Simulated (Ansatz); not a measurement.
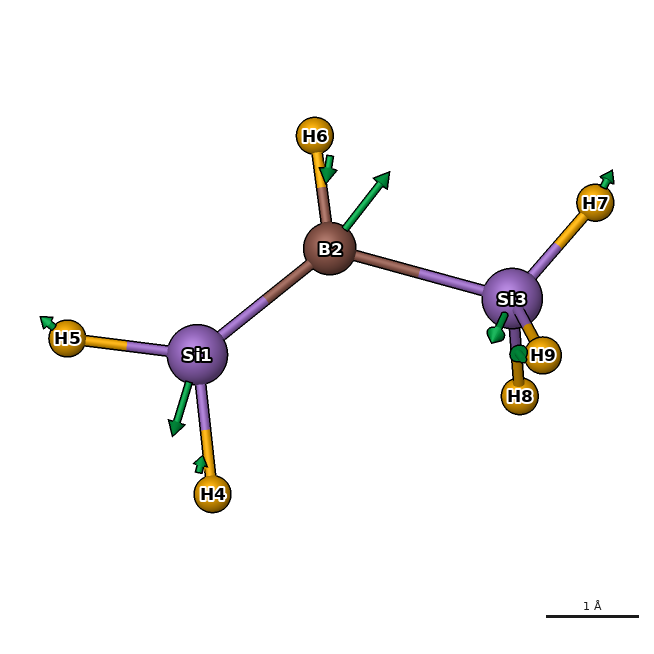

Arrows show the forces on the atoms, 0.2 Å of arrow for 1 eV/Å; forces under a tenth of the largest aren't drawn. The species has charge +1 and is a spin singlet. Level of theory: ωB97X-V/def2-TZVPP (Ansatz 0.2.0).

On which atom is the force largest, and how large is it?

Answer. On B2: 4.11 eV/Å.

Which bond do the forces act along most?

Answer. Si1–B2, now 1.906 Å: the forces push its atoms apart, so a first step downhill lengthens it.

List the force components in the frame of the picture (x right, y up, z towards the viewer), in eV/Å.

```csv
atom,Fx,Fy,Fz
Si1,−0.94,−3.08,−0.03
B2,2.51,3.22,−0.48
Si3,−0.73,−1.60,2.10
H4,0.24,1.04,0.06
H5,−0.82,0.66,0.22
H6,−0.26,−1.63,0.24
H7,0.53,1.02,−0.24
H8,−0.01,−0.32,−0.21
H9,−0.51,0.69,−1.66
```
